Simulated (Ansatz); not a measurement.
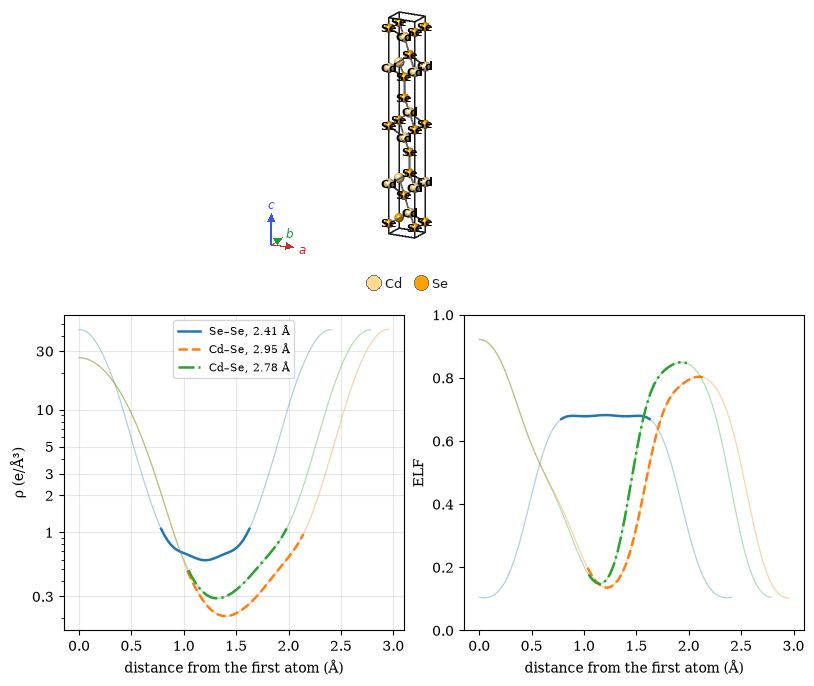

Figure. Cd2Se3. Valence charge density (pseudo) and ELF along straight lines between neighbouring atoms. Thin, pale parts lie inside the atomic spheres. The structure is drawn too.

Space group R-3m; a generated structure, not necessarily the stable one.

These are results of DFT PBE, scalar-relativistic, plane waves, PAW (Ansatz), not measurements.

In a PAW calculation such maps are meaningful between the atoms, not at the nuclei.

What can be read from the curves?

Se–Se (2.41 Å): ρ is about 0.59 e/Å³ halfway; the ELF peaks at about 0.70 between the atoms.
Cd–Se (2.95 Å): ρ at the midpoint is about 0.21 e/Å³; the ELF is about 0.30 at the midpoint and 0.15 at its lowest between the atoms.
Cd–Se (2.78 Å): ρ is about 0.3 e/Å³ halfway; the ELF is about 0.35 at the midpoint and 0.15 at its lowest between the atoms.
